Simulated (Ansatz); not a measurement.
## Frequency calculation, with input and output: C₃H₉OPSi

The run: frequency calculation of C₃H₉OPSi, SMILES C=C(C)O[SiH2]P. Method and program: RKS revPBE-D4/STO-3G (Ansatz 0.2.0).

It belongs to a series of runs on one base structure; here: vibrations at the highest image of the band.

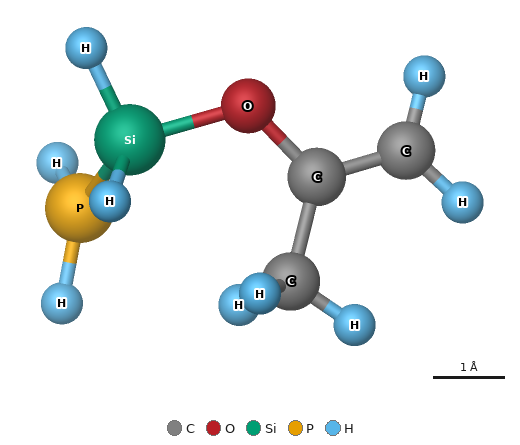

Fig. 1: The structure (ball-and-stick view, seen at a tilt). Bond lengths as drawn: C–C 1.36 to 1.55 Å, C–H 1.10 to 1.11 Å, C–O 1.42 Å, H–P 1.39 Å, H–Si 1.46 Å, O–Si 1.76 Å and P–Si 2.12 Å.

## Input file
```yaml
crystal:
  periodic: [false, false, false]
  atoms:
    - { symbol: C, position_ang: [-0.022391, -1.939753, -1.633577] }
    - { symbol: C, position_ang: [0.235703, -0.829224, -0.886418] }
    - { symbol: C, position_ang: [1.155638, -0.894639, 0.360813] }
    - { symbol: O, position_ang: [-0.327183, 0.403673, -1.305033] }
    - { symbol: Si, position_ang: [-0.312905, 1.74168, -0.164005] }
    - { symbol: P, position_ang: [-1.337032, 1.433479, 1.662187] }
    - { symbol: H, position_ang: [0.42976, -2.909352, -1.383152] }
    - { symbol: H, position_ang: [-0.677146, -1.893662, -2.516433] }
    - { symbol: H, position_ang: [1.551176, -1.921326, 0.474874] }
    - { symbol: H, position_ang: [2.014281, -0.197299, 0.26818] }
    - { symbol: H, position_ang: [0.593147, -0.62916, 1.281342] }
    - { symbol: H, position_ang: [1.057994, 2.12778, 0.169995] }
    - { symbol: H, position_ang: [-0.972888, 2.756116, -0.978687] }
    - { symbol: H, position_ang: [-0.695505, 1.212962, 2.871474] }
    - { symbol: H, position_ang: [-2.71445, 1.487825, 1.80794] }
basis:
  gaussian: { orbitals: STO-3G }
hamiltonian:
  xc: revpbe
  dispersion: d4
phonons: {}
```

Machine: 1 thread of Arm Neoverse V2, 24 GiB of memory available, shared host.

Launch command:
```bash
ansatz run input.yaml --threads 1 --pin off --max-ram 2048MiB --backend cpu --events-out ev --progress --plain --runs-dir out
```

## Log
```
Engine: ansatz 0.2.0, aarch64-unknown-linux-gnu
Functional definition: revPBE
  parameter kappa = 1.245
  parameter beta = 0.06672455060314922
  exchange = pbe_x(kappa = kappa, mu = beta*pi^2/3)
  correlation = pbe_c(beta = beta)
662 factors; integrals over basis functions are off by at most 1.2e-5 eV
mean field evaluation 1: about -22199.2579 eV, gradient 2.7e1 eV
mean field evaluation 2: about -22194.2096 eV, gradient 4.8e1 eV
mean field evaluation 4: about -22201.5259 eV, gradient 3.3e0 eV
mean field evaluation 8: about -22201.4020 eV, gradient 2.7e-1 eV
mean field evaluation 16: about -22201.4024 eV, gradient 5.9e-5 eV
mean field -22201.40236542 eV, -815.8864882783 hartree, gradient 5.9e-5 eV, S^2 0.000000; 0 other end points of the search recorded, 0 dependent functions left out
the calculation of the forces begins
reference -22201.40240046 eV, -815.8864895657 hartree; 32, 32 occupied and 15, 15 virtual orbitals, 662 factors
these checks for a lower state are left out or cut short: stability, starts, cluster_reference, orbital_swaps, neighbouring_geometries, increment
662 factors; integrals over basis functions are off by at most 1.2e-5 eV
mean field -22201.40223430 eV, -815.8864834594 hartree, gradient 2.3e-6 eV, S^2 0.000000; 0 other end points of the search recorded, 0 dependent functions left out
[... from here on the field's lines of each further geometry are left out, up to the last ...]
the calculation of the forces begins
reference -22201.40241674 eV, -815.8864901640 hartree; 32, 32 occupied and 15, 15 virtual orbitals, 662 factors
these checks for a lower state are left out or cut short: stability, starts, cluster_reference, orbital_swaps, neighbouring_geometries, increment
662 factors; integrals over basis functions are off by at most 1.2e-5 eV
mean field -22201.40233095 eV, -815.8864870115 hartree, gradient 2.2e-6 eV, S^2 0.000000; 0 other end points of the search recorded, 0 dependent functions left out
the calculation of the forces begins
reference -22201.40236598 eV, -815.8864882988 hartree; 32, 32 occupied and 15, 15 virtual orbitals, 662 factors
WARN: phonons: modes at or below zero, which the zero-point energy, F, S and C_V leave out: 1, the lowest at -836.49 cm⁻¹. A minimum has none, and a first-order saddle one
Total energy: -22202.53297680 eV, -815.9280374801 hartree
Atom 0 at    -0.022391    -1.939753    -1.633577 Å, force     0.004837    -0.004998    -0.006956 eV/Å
Atom 1 at     0.235703    -0.829224    -0.886418 Å, force     0.007139     0.010731     0.009769 eV/Å
Atom 2 at     1.155638    -0.894639     0.360813 Å, force    -0.002809    -0.009502     0.001570 eV/Å
Atom 3 at    -0.327183     0.403673    -1.305033 Å, force    -0.010920    -0.003525    -0.005703 eV/Å
Atom 4 at    -0.312905     1.741680    -0.164005 Å, force    -0.000915    -0.000335    -0.000868 eV/Å
Atom 5 at    -1.337032     1.433479     1.662187 Å, force     0.002673     0.000987     0.000822 eV/Å
Atom 6 at     0.429760    -2.909352    -1.383152 Å, force     0.001290     0.002387     0.001691 eV/Å
Atom 7 at    -0.677146    -1.893662    -2.516433 Å, force     0.000703     0.002815    -0.000106 eV/Å
Atom 8 at     1.551176    -1.921326     0.474874 Å, force    -0.001783     0.000072     0.000006 eV/Å
Atom 9 at     2.014281    -0.197299     0.268180 Å, force     0.000596    -0.001055     0.000709 eV/Å
Atom 10 at     0.593147    -0.629160     1.281342 Å, force    -0.001177     0.001632    -0.000821 eV/Å
Atom 11 at     1.057994     2.127780     0.169995 Å, force     0.000516    -0.001309    -0.001550 eV/Å
Atom 12 at    -0.972888     2.756116    -0.978687 Å, force    -0.000942    -0.000005     0.000758 eV/Å
Atom 13 at    -0.695505     1.212962     2.871474 Å, force     0.001284     0.000373    -0.000586 eV/Å
Atom 14 at    -2.714450     1.487825     1.807940 Å, force    -0.000493     0.001732     0.001265 eV/Å
Dipole moment:     0.041064     0.264909     0.360119 e Å
Vibrations: -836.49 33.37 86.73 182.24 196.16 221.34 273.57 399.98 423.14 466.81 492.79 586.72 655.14 703.79 727.47 806.62 867.26 894.76 954.55 1001.13 1046.02 1064.92 1113.24 1132.95 1358.90 1499.92 1515.22 1625.20 1635.45 1771.90 2546.21 2602.70 2819.08 2891.99 3215.06 3333.04 3363.63 3405.58 3490.59 cm⁻¹, zero-point energy 3.186715 eV
```

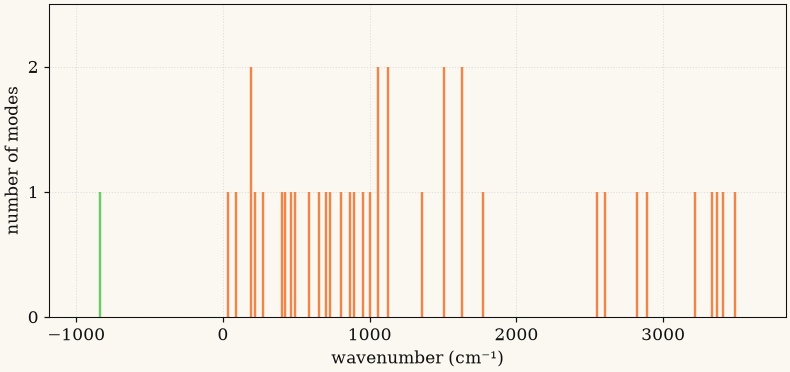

Fig. 2: Harmonic vibrational wavenumbers from the force constants; neighbouring modes closer than 20 cm⁻¹ are counted in one stick, and imaginary ones are drawn at negative wavenumbers. 39 modes from 836i to 3491 cm⁻¹, 1 imaginary beyond 8i (836i cm⁻¹): a first-order saddle point, if the geometry is stationary.

## Summary

```json
{"quantity": "outcome", "value": "converged"}
{"quantity": "total energy", "value": "−22202.5330 eV"}
{"quantity": "mean-field energy", "value": "−22201.4024 eV"}
{"quantity": "largest force (length of the vector)", "value": "0.016 eV/Å"}
{"quantity": "wall time", "value": "3.2 min"}
{"quantity": "peak memory", "value": "0.11 GiB"}
```
